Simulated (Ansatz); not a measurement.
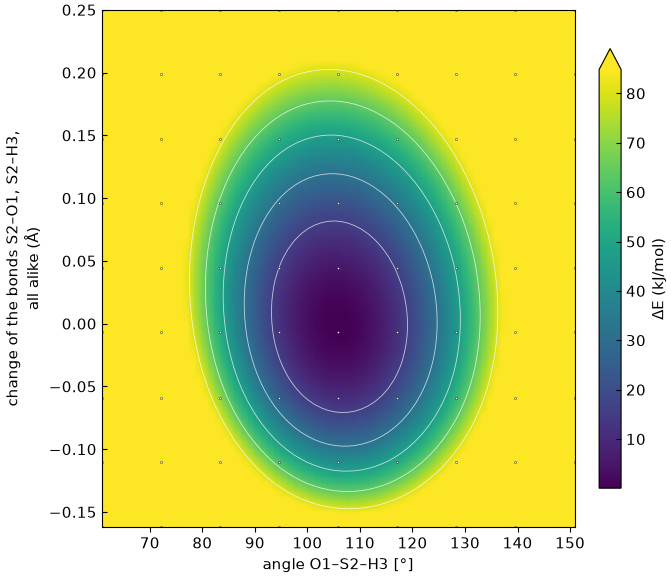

HOS, SMILES [O-]S, charge −1. Coordinates scanned: (1) angle O1–S2–H3; (2) change of the bonds S2–O1, S2–H3, all alike. Nothing is relaxed (all other coordinates rigid). The grid has 9 × 9 points. Points are written as (first, second). Energies: kJ/mol, counted from the relaxed molecule at the same level. These are results of RKS wB97X-V/def2-TZVPD in Ansatz 0.2.0, not measurements.

In the figure: a smooth colour map with a few white contour lines, dots at the grid points, one colour for all values above the top of the scale. Between grid points the surface is interpolated.

Question: Estimate the position of the minimum and the force constants in these coordinates.

Answer: The interpolated minimum is at angle O1–S2–H3 ≈ 105.9°, the second coordinate ≈ 0.000 Å. The curvatures there are about 6.6 eV/rad² and 58 eV/Å², with a cross term of about 1 eV/(rad·Å). Round the minimum the two coordinates are weakly coupled (coupling 0.07 in units of the two stiffnesses). (1 eV is 96.5 kJ/mol.)
